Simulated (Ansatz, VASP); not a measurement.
## LiCl: VASP beside Ansatz

Aim: how closely do two programs agree when they are given the same cell, functional and k mesh? The cell is taken from a series of VASP runs on this material, whose earlier steps may have relaxed, scaled or displaced it; both programs get it as it stands. Other levels of theory on this material are compared in a session of their own. Valence electrons are named where the data sets of a main pair hold unlike numbers.

Program: Ansatz 0.2.0. Level of theory: plane waves, with VASP 6.6.1 beside it; band structure at PBE. Results are calculated unless marked as measured.

## 1. The structure

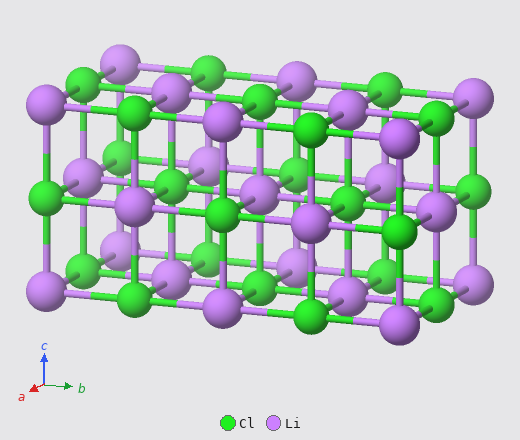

Start, viewed slightly off an axis; chlorine green, lithium purple. 1×2×1 cells are drawn. This picture shows the conventional cell, with its axes. Some periodic images of atoms are drawn too.

## 2. VASP: band structure, PBE

The same path points are solved in both programs, so levels can be compared one by one.

Lines of VASP's logs that name or quote its potential files are left out, and so is its time.

INCAR reads:

```
SYSTEM = LiCl
PREC = Accurate
ENCUT = 580
EDIFF = 1E-06
NELM = 100
ISMEAR = 0
SIGMA = 0.03
LREAL = .FALSE.
ALGO = Normal
GGA = PE
NBANDS = 17
LORBIT = 11
LWAVE = .FALSE.
LCHARG = .FALSE.
KPAR = 4
LASPH = .TRUE.
```

POSCAR reads:

```
LiCl
1.0
    0.0000000000      2.5715000000      2.5715000000
    2.5715000000      0.0000000000      2.5715000000
    2.5715000000      2.5715000000      0.0000000000
Cl Li
1 1
Direct
    0.5000000000      0.5000000000      0.5000000000
    0.0000000000      0.0000000000      0.0000000000
```

KPOINTS reads:

```
Automatic mesh
0
Gamma
8 8 8
0 0 0
```

KPOINTS_OPT reads:

```
Line mode
10
Line-mode
Reciprocal
  0.00000000   0.00000000   0.00000000 GAMMA
  0.50000000   0.00000000   0.50000000 X

  0.50000000   0.00000000   0.50000000 X
  0.50000000   0.25000000   0.75000000 W

  0.50000000   0.25000000   0.75000000 W
  0.37500000   0.37500000   0.75000000 K

  0.37500000   0.37500000   0.75000000 K
  0.00000000   0.00000000   0.00000000 GAMMA

  0.00000000   0.00000000   0.00000000 GAMMA
  0.50000000   0.50000000   0.50000000 L

  0.50000000   0.50000000   0.50000000 L
  0.62500000   0.25000000   0.62500000 U

  0.62500000   0.25000000   0.62500000 U
  0.50000000   0.25000000   0.75000000 W

  0.50000000   0.25000000   0.75000000 W
  0.50000000   0.50000000   0.50000000 L

  0.50000000   0.50000000   0.50000000 L
  0.37500000   0.37500000   0.75000000 K

  0.62500000   0.25000000   0.62500000 U
  0.50000000   0.00000000   0.50000000 X
```

PAW data sets: Cl and Li_sv (PBE family, release 64).

Run with:

```bash
mpirun -np 4 vasp_std
```

Numbers of over 12 decimals in the logs are rounded to 6 here.

Output:

```text
[banner, memory and clock lines left out]
running    4 mpi-ranks, on    1 nodes
 distrk:  each k-point on    1 cores,    4 groups
 distr:  one band on    1 cores,    1 groups

 POSCAR found type information on POSCAR ClLi
 POSCAR found :  2 types and       2 ions
 LDA part: xc-table for (Slater+PW92), standard interpolation
 POSCAR, INCAR and KPOINTS ok, starting setup
 FFT: planning ... GRIDC
 FFT: planning ... GRID_SOFT
 FFT: planning ... GRID
 WAVECAR not read
 entering main loop
       N       E                     dE             d eps       ncg     rms          rms(c)
DAV:   1     0.409683652803E+02    0.40968E+02   -0.42375E+03   986   0.588E+02
DAV:   2    -0.506145757170E+01   -0.46030E+02   -0.43603E+02  1320   0.121E+02
DAV:   3    -0.740592712373E+01   -0.23445E+01   -0.23354E+01  1315   0.268E+01
DAV:   4    -0.745050352442E+01   -0.44576E-01   -0.44555E-01  1322   0.371E+00
DAV:   5    -0.745142410101E+01   -0.92058E-03   -0.92049E-03  1342   0.470E-01    0.238E+00
DAV:   6    -0.738058480014E+01    0.70839E-01   -0.12097E-01  1376   0.128E+00    0.168E+00
DAV:   7    -0.738192738655E+01   -0.13426E-02   -0.41300E-02  1451   0.847E-01    0.936E-01
DAV:   8    -0.738602484843E+01   -0.40975E-02   -0.63362E-03  1234   0.420E-01    0.224E-01
DAV:   9    -0.738594176321E+01    0.83085E-04   -0.24777E-04  1285   0.844E-02    0.750E-02
DAV:  10    -0.738598964137E+01   -0.47878E-04   -0.99818E-05  1182   0.479E-02    0.603E-02
DAV:  11    -0.738598971396E+01   -0.72585E-07   -0.15270E-05  1355   0.188E-02    0.294E-03
DAV:  12    -0.738598992391E+01   -0.20995E-06   -0.60863E-07  1217   0.455E-03
   1 F= -.73859899E+01 E0= -.73859899E+01  d E =-.272805E-48
 Start KPOINTS_OPT (optional k-point list driver)
k-point batch [1-29\100]
       N       E                     dE             ncg
DAV:   1    -0.204769738891E+04   -0.11733E+05      986
DAV:   2    -0.329341235667E+04   -0.12457E+04     1375
DAV:   3    -0.335747791072E+04   -0.64066E+02     1345
DAV:   4    -0.335828417006E+04   -0.80626E+00     1446
DAV:   5    -0.335829503242E+04   -0.10862E-01     1356
DAV:   6    -0.335829524275E+04   -0.21033E-03     1398
DAV:   7    -0.335829524528E+04   -0.25332E-05     1302
DAV:   8    -0.335829524536E+04   -0.78063E-07     1070
[...]
k-point batch [88-100\100]
       N       E                     dE             ncg
DAV:   1     0.531907217852E+04   -0.64330E+04      442
DAV:   2     0.480758385540E+04   -0.51149E+03      591
DAV:   3     0.478228317563E+04   -0.25301E+02      616
DAV:   4     0.478184765191E+04   -0.43552E+00      652
DAV:   5     0.478184502291E+04   -0.26290E-02      616
DAV:   6     0.478184500250E+04   -0.20412E-04      652
DAV:   7     0.478184500231E+04   -0.19184E-06      593
```

OUTCAR, selected parts (step 2):

```text
ion  position               nearest neighbor table
   1  0.500  0.500  0.500-   2 2.57   2 2.57   2 2.57   2 2.57   2 2.57   2 2.57
   2  0.000  0.000  0.000-   1 2.57   1 2.57   1 2.57   1 2.57   1 2.57   1 2.57

  LATTYP: Found a face centered cubic cell.
 ALAT       =     5.1430000000

 Subroutine GETGRP returns: Found 48 space group operations
 (whereof 48 operations were pure point group operations)

The static configuration has the point symmetry O_h .

 Found     29 irreducible k-points:

   k-points           NKPTS =     29   k-points in BZ     NKDIM =     29   number of bands    NBANDS=     17

   dimension x,y,z NGX =    30 NGY =   30 NGZ =   30
   dimension x,y,z NGXF=    60 NGYF=   60 NGZF=   60

   ENCUT  =  580.0 eV  42.63 Ry    6.53 a.u.   7.14  7.14  7.14*2*pi/ulx,y,z

   NELECT =      10.0000    total number of electrons

 k-points in reciprocal lattice and weights: Automatic mesh
   0.00000000  0.00000000  0.00000000       0.002
   0.12500000  0.00000000  0.00000000       0.016
   0.25000000  0.00000000  0.00000000       0.016
   0.37500000  0.00000000  0.00000000       0.016
   0.50000000  0.00000000  0.00000000       0.008
   0.12500000  0.12500000  0.00000000       0.012
   0.25000000  0.12500000  0.00000000       0.047
   0.37500000  0.12500000  0.00000000       0.047
   0.50000000  0.12500000  0.00000000       0.047
[...]
-0.37500000  0.50000000  0.12500000       0.023
  -0.25000000  0.50000000  0.25000000       0.012

 average (electrostatic) potential at core
       1 -92.6549       2 -62.0931

 E-fermi :   0.8245

 k-point     1 :       0.0000    0.0000    0.0000
  band No.  band energies     occupation
      1     -43.0144      2.00000
      2     -12.8481      2.00000
      3       0.5206      2.00000
      4       0.5206      2.00000
      5       0.5206      2.00000
      6       6.8161      0.00000
      7      12.4525      0.00000
      8      12.4525      0.00000
      9      12.4525      0.00000
     10      15.0018      0.00000
    ...

 k-point     2 :       0.1250    0.0000    0.0000
  band No.  band energies     occupation
      1     -43.0140      2.00000
      2     -12.7739      2.00000
      3       0.0008      2.00000
      4       0.4802      2.00000
      5       0.4802      2.00000
      6       7.2761      0.00000
      7      11.6645      0.00000
      8      12.3464      0.00000
      9      12.3464      0.00000
     10      13.6012      0.00000
    ...

 k-point     3 :       0.2500    0.0000    0.0000
  band No.  band energies     occupation
      1     -43.0131      2.00000
      2     -12.5849      2.00000
      3      -1.0406      2.00000
      4       0.3877      2.00000
      5       0.3877      2.00000
      6       7.7162      0.00000
      7      11.2035      0.00000
      8      11.2036      0.00000
      9      11.4704      0.00000
     10      14.4536      0.00000
    ...

  Total        0.0092574      0.0092574      0.0092574      0.0000000      0.0000000      0.0000000
  in kB        0.4361231      0.4361231      0.4361231      0.0000000      0.0000000      0.0000000
  external PRESSURE =       0.4361231 kB  Pullay stress =       0.0000000 kB

  energy-cutoff  :      580.00
  volume of cell :       34.01
      direct lattice vectors                 reciprocal lattice vectors
     0.000000000  2.571500000  2.571500000    -0.194439043  0.194439043  0.194439043
     2.571500000  0.000000000  2.571500000     0.194439043 -0.194439043  0.194439043
     2.571500000  2.571500000  0.000000000     0.194439043  0.194439043 -0.194439043

 POSITION                                       TOTAL-FORCE (eV/Angst)
 -----------------------------------------------------------------------------------
      2.57150      2.57150      2.57150        -0.000000     -0.000000     -0.000000
      0.00000      0.00000      0.00000         0.000000      0.000000      0.000000
 -----------------------------------------------------------------------------------
    total drift:                               -0.000000     -0.000000      0.000000

  FREE ENERGIE OF THE ION-ELECTRON SYSTEM (eV)
  ---------------------------------------------------
  free  energy   TOTEN  =        -7.3859899239 eV

  energy  without entropy=       -7.3859899239  energy(sigma->0) =       -7.38598992

 total charge
# of ion       s       p       d       tot
------------------------------------------
    1        1.589   3.591   0.000   5.180
    2        2.006   0.033   0.000   2.039
--------------------------------------------------
tot          3.595   3.624   0.000   7.219

[... 3 further parts left out ...]
```

The run ends at a pressure of 0.04 GPa.

## 3. Ansatz: band structure, PBE

Ansatz runs on its default PAW (the set named soft_2) files.

The same cell, functional, mesh and smearing now go to Ansatz, which takes its cutoff from its data sets.

input.yaml reads:

```yaml
crystal:
  lattice:
    - [0.0, 2.5715, 2.5715]
    - [2.5715, 0.0, 2.5715]
    - [2.5715, 2.5715, 0.0]
  atoms:
    - { symbol: Cl, position: [0.5, 0.5, 0.5] }
    - { symbol: Li, position: [0.0, 0.0, 0.0] }
hamiltonian:
  xc: pbe
  pseudopotentials: { kind: paw }
kpoints:
  mp_grid: { grid: [8, 8, 8] }
  band_path:
    path:
      - [0.0, 0.0, 0.0]
      - [0.16667, 0.0, 0.16667]
      - [0.33333, 0.0, 0.33333]
      - [0.5, 0.0, 0.5]
      - [0.5, 0.08333, 0.58333]
      - [0.5, 0.19444, 0.69444]
      - [0.5, 0.25, 0.75]
      - [0.45833, 0.29167, 0.75]
      - [0.40278, 0.34722, 0.75]
      - [0.375, 0.375, 0.75]
      - [0.20833, 0.20833, 0.41667]
      - [0.08333, 0.08333, 0.16667]
      - [0.0, 0.0, 0.0]
      - [0.22222, 0.22222, 0.22222]
      - [0.38889, 0.38889, 0.38889]
      - [0.51389, 0.47222, 0.51389]
      - [0.55556, 0.38889, 0.55556]
      - [0.61111, 0.27778, 0.61111]
      - [0.61111, 0.25, 0.63889]
      - [0.56944, 0.25, 0.68056]
      - [0.51389, 0.25, 0.73611]
      - [0.5, 0.27778, 0.72222]
      - [0.5, 0.38889, 0.61111]
      - [0.5, 0.47222, 0.52778]
      - [0.48611, 0.48611, 0.52778]
      - [0.43056, 0.43056, 0.63889]
      - [0.38889, 0.38889, 0.72222]
      - [0.59722, 0.19444, 0.59722]
      - [0.55556, 0.11111, 0.55556]
      - [0.5, 0.0, 0.5]
    npoints: 1
scf:
  occupations: { method: gaussian, width: 0.03 }
  n_extra_bands: 7
output:
  forces: true
  stress: true
  eigenvalues: true
```

Run with:

```bash
ansatz run input.yaml --threads 2 --pin off --max-ram 4608MiB --backend cpu --events-out ev --progress --plain --runs-dir out
```

Output:

```text
scf.n_extra_bands = 7 over 5 filled bands (N_el = 10.0): the run solves 12 bands
Engine: ansatz 0.2.0, aarch64-unknown-linux-gnu
Pseudopotentials: kind: paw
Pseudopotential: Cl, paw, valence charge 7, recommended cutoff 420 eV (normal), Cl.paw.azcp
Pseudopotential: Li, paw, valence charge 3, recommended cutoff 420 eV (normal), Li.paw.azcp
Functional definition: PBE
  parameter kappa = 0.804
  parameter beta = 0.066725
  exchange = pbe_x(kappa = kappa, mu = beta*pi^2/3)
  correlation = pbe_c(beta = beta)
Crystal: 2 atoms, lattice volume = 34.009 Å³
Basis set: ecut = 420 eV, 645 PW (Γ), exchange–correlation on 50×50×50 points (8 copies of the dense FFT grid, shifted against one another)
Bands: 12, of which v1, the nominal top of the filled ones, is band 5 counted from 1 (4 counted from 0)
Symmetry: 48 space group operations
Space group: Fm-3m (ITA 225), of the structure as read, at distance tolerance 3.2e-5 Å
k-points: 29 of 512
Non-local potential: Cl, projectors of the file, l = 0: 2, l = 1: 2, l = 2: 2
Non-local potential: Li, projectors of the file, l = 0: 3, l = 1: 2, l = 2: 1
PAW form: soft (Blöchl's): semilocal exchange-correlation on the pseudo side does not see the compensation charge
PAW one-centre angular grid: Cl, 110 points (default); XC on 64 Gauss nodes
PAW one-centre angular grid: Li, 110 points (default); XC on 64 Gauss nodes
Initial density: superposition of atomic densities (neutral atoms: chi_scale 0, normalization atom), corrected by the library's trained network
Initial wavefunctions: pseudopotential atomic-orbital guess
Functional: x = pbe(κ = 0.804, μ = 0.219515), c = pbe(β = 0.066725)
SCF iter   1: F=—  HF=-1287.833887 eV  |F-HF|=—  |Δ(HF+E_count)|=         —  Δρ=2.41e-4  dr2=1.88e-5  ethr=1.77e-3  ⟨swp⟩=7.1  Hψ=2281  notcnv=0
preconditioner: auto → none  [insulator: Δε(μ)=6.288 eV  Ē_g=16.644 eV  σ=0.030 eV  W_gap=1.00  n_scr=8 (ndim 8)  ℏωp=18.0 eV  f_vac=0.000  D(μ)=0.00/eV (n_scr^D=0)  ε∞_Penn≈2.2]
SCF iter   2: F=—  HF=-1287.833856 eV  |F-HF|=—  |Δ(HF+E_count)|=   3.17e-5  Δρ=2.48e-4  dr2=3.17e-5  ethr=1.88e-7  ⟨swp⟩=2.7  Hψ=748  notcnv=0  defer=34
SCF iter   3: F=—  HF=-1287.833839 eV  |F-HF|=—  |Δ(HF+E_count)|=   1.67e-5  Δρ=1.12e-4  dr2=5.76e-6  ethr=1.88e-7  ⟨swp⟩=2.3  Hψ=367  notcnv=0  defer=34
SCF iter   4: F=—  HF=-1287.833834 eV  |F-HF|=—  |Δ(HF+E_count)|=   5.21e-6  Δρ=5.97e-5  dr2=1.66e-6  ethr=5.76e-8  ⟨swp⟩=2.0  Hψ=391  notcnv=0  defer=34
SCF iter   5: F=—  HF=-1287.833833 eV  |F-HF|=—  |Δ(HF+E_count)|=   5.26e-7  Δρ=2.22e-5  dr2=2.42e-7  ethr=1.66e-8  ⟨swp⟩=1.8  Hψ=345  notcnv=0  defer=34
SCF iter   6: F=-1287.833833 eV  HF=-1287.833833 eV  |F-HF|=1.22e-8  |Δ(HF+E_count)|=   7.96e-8  Δρ=5.73e-6  dr2=1.69e-8  ethr=1.00e-9  ⟨swp⟩=6.8  Hψ=1395  notcnv=0
SCF 1 converged in 6 iterations: F = -1287.833833 eV  dr2 = 1.69e-8
  greatest PAW one-centre occupation: 1.000 electrons in one spin orbital (limit 2), on the Li atom at site 1 (counted from 0), in its partial waves of l = 0
NSCF: frozen V_eff on 30 k-points
SCF converged after 6 iterations
Free energy (F): -1287.833833 eV
Harris-Foulkes:  -1287.833833 eV  (|F-HF|=1.22e-8)
Internal energy: -1287.833833 eV  (E = F + TS)
E sigma→0 (E₀):  -1287.833833 eV
Fermi energy:    4.778962 eV
--- Per-component energies (eV) ---
  E_band       = -103.816876
  E_kinetic    = 183.666397
  E_local      = -326.587139  (includes V_loc(G=0)·N_el)
  E_nonlocal   = -4.747544
  E_hartree    = 95.240117
  E_xc         = -118.638148
  E_vxc        = -136.883997  (∫ρ·V_xc dr)
  E_paw        = -680.423367  (= ΣΔE_a)
  E_vpaw       = -9.743147  (= ΣTr[D̂ρ^β])
  E_aug_tail   = 0.000081  (compensation charges beyond the density's cutoff)
  E_ewald      = -436.344230
  E_smearing   = -0.000000  (= −TS)
  E_closure    = 0.000000  (closes the sum)
  Σ components = -1287.833833   (vs F -1287.833833, Δ=0.00e0)
--- Forces (eV/Å), atoms counted from 1 ---
  atom   1  Cl     0.00000000    -0.00000000     0.00000000
  atom   2  Li    -0.00000000     0.00000000     0.00000000
  max |Σ_I F_I| component: 7.62e-30 eV/Å
--- Stress (GPa, compression-positive) ---
        0.138469      -0.000000       0.000000
        0.000000       0.138469      -0.000000
        0.000000      -0.000000       0.138469
  P = ⅓ Tr σ = 0.1385 GPa (1.385 kbar)
--- Band table (eV; the first three rows and the last of 29) ---
  k-point 0: bands = [... 1 lower, -11.7328, 1.6372, 1.6372, 1.6372, 7.9206, 13.4228, 13.4228, 13.4228, ... 3 higher]
  k-point 1: bands = [... 1 lower, -11.6585, 1.1164, 1.5967, 1.5967, 8.3823, 12.6853, 13.3425, 13.3425, ... 3 higher]
  k-point 2: bands = [... 1 lower, -11.4695, 0.0740, 1.5043, 1.5043, 8.8206, 12.2382, 12.2382, 12.5299, ... 3 higher]
  k-point 28: bands = [... 1 lower, -10.9434, -0.4531, -0.4531, 0.5900, 11.0902, 11.7184, 11.9986, 11.9986, ... 3 higher]
```

Wall time 1.3 s (2 threads of Arm Neoverse N1, shared host); peak memory 0.26 GiB; 2.1 s of CPU time.

The column dr2 measures how far the density is from self-consistency, as an energy; F and HF (Harris–Foulkes) agree once it is small.

## 4. Differences

Known differences besides the potentials themselves: the cutoff is 420 eV in Ansatz and 580 eV in VASP. Total energies have different zeros and are not compared.

Both answers:

```csv
quantity,Ansatz,VASP,difference
pressure (GPa),0.14,0.04,+0.09
gap over the path points (eV),6.281,6.293,-0.012
```

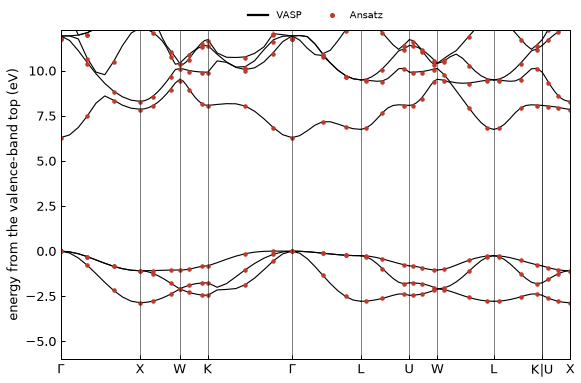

Bands from VASP (lines) and levels from Ansatz (dots). Dots without a line are higher empty bands that the VASP plot leaves out.

Levels at points of the path, from each program's valence-band top (eV; 3 filled, then empty):

```csv
k (reciprocal lattice),Ansatz,VASP
0.000 0.000 0.000,0.00 0.00 0.00 6.28 11.78 11.78,0.00 0.00 0.00 6.29 11.93 11.93
0.167 0.000 0.167,-0.78 -0.30 -0.30 7.47 10.37 10.62,-0.78 -0.30 -0.30 7.48 10.46 10.70
0.333 0.000 0.333,-2.18 -0.84 -0.84 8.31 8.81 10.50,-2.18 -0.84 -0.84 8.37 8.87 10.51
0.500 0.000 0.500,-2.86 -1.09 -1.09 7.81 8.25 12.37,-2.86 -1.09 -1.09 7.87 8.30 12.37
0.500 0.083 0.583,-2.77 -1.24 -1.08 8.02 8.55 12.09,-2.77 -1.25 -1.08 8.08 8.61 12.10
0.500 0.194 0.694,-2.37 -1.78 -1.05 8.95 9.67 10.75,-2.38 -1.79 -1.05 9.01 9.72 10.80
0.500 0.250 0.750,-2.09 -2.09 -1.05 9.45 10.08 10.36,-2.09 -2.09 -1.05 9.52 10.12 10.41
0.458 0.292 0.750,-2.29 -1.89 -1.00 8.93 9.95 10.62,-2.29 -1.89 -1.00 8.98 10.01 10.67
0.403 0.347 0.750,-2.43 -1.77 -0.85 8.14 9.86 11.30,-2.43 -1.77 -0.85 8.19 9.93 11.34
0.375 0.375 0.750,-2.45 -1.76 -0.82 8.03 9.85 11.37,-2.45 -1.76 -0.82 8.08 9.92 11.40
```

Among the levels compared at these points, filled levels agree within 3 meV and empty ones within 146 meV.

## 5. What came out

```json
{
 "largest difference of a filled level at the path points (band structure, PBE)": "2.7 meV"
}
```

What this shows: The largest difference of a filled level at the path points is 2.7 meV (band structure, PBE), within the 80 meV picked in this series as the mark of a large difference. 5 further runs of this series are not shown here. Such differences can come from data sets, numerical settings and the points named under the comparisons, not from the functional's error against experiment.

[Lines on the potential files, build, host, timing and source positions are cut from VASP's logs without a mark.]

[Logs are printed without paths, hosts, clocks, repeated set-up lines and the standing remarks that a program may print on its own settings, such as how far it seeks lower states.]

[Hosts, paths, dates, database ids (printed as entryN), source tags and the programs' standing remarks are cut or masked in the printed files.]
